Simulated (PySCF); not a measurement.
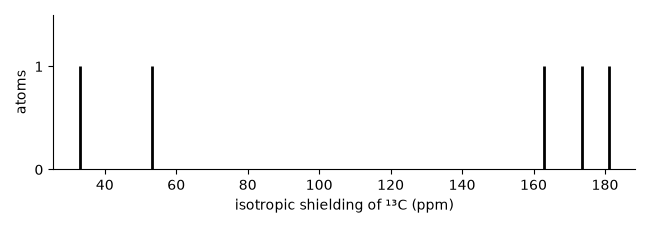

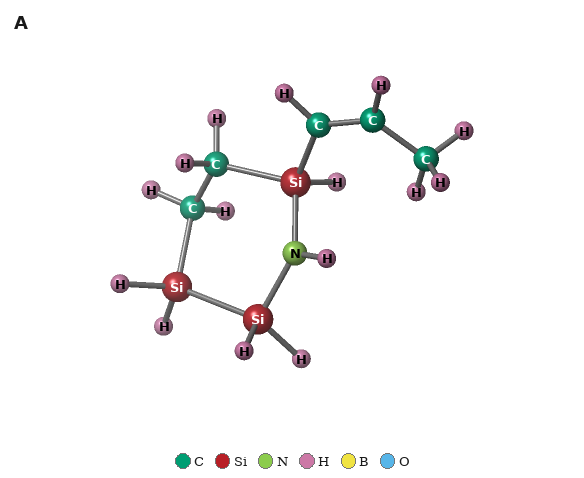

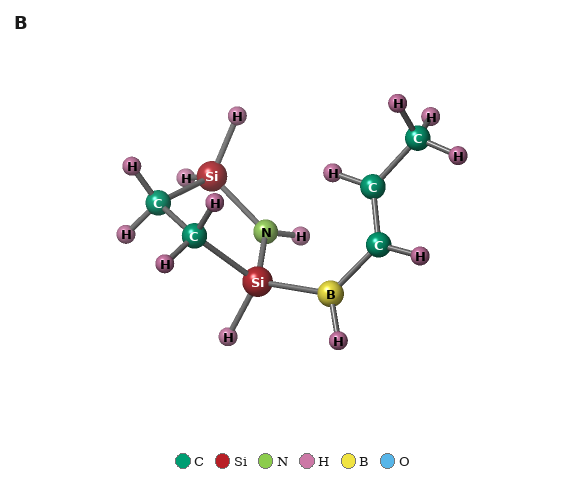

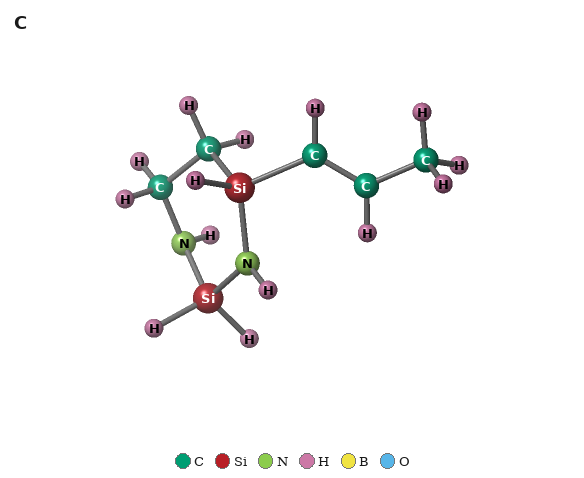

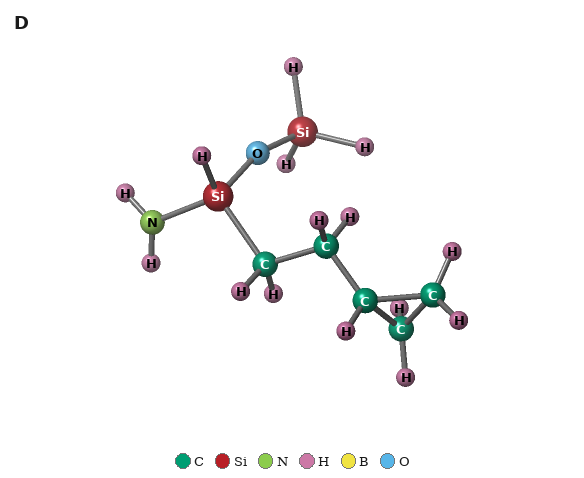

The sticks are computed shieldings of one of the molecules, for one fixed geometry (GFN2-xTB) without averaging over rotations. Low shielding means a high chemical shift. Method: GIAO PBE0/pcSseg-1 NMR shielding, non-relativistic, gas phase (PySCF 2.14.0).

> Match the spectrum to a structure.

A, `C/C=C\[Si@@H]1CC[SiH2][SiH2]N1`. Its 5 C atoms give lines at 33.0, 53.3, 162.8, 173.5, 181.1 ppm.

The geometry is semi-empirical. Around B, Si such bond lengths and angles can be off by a tenth of an ångström or more and by several degrees, and values that hang on the shape move with them.
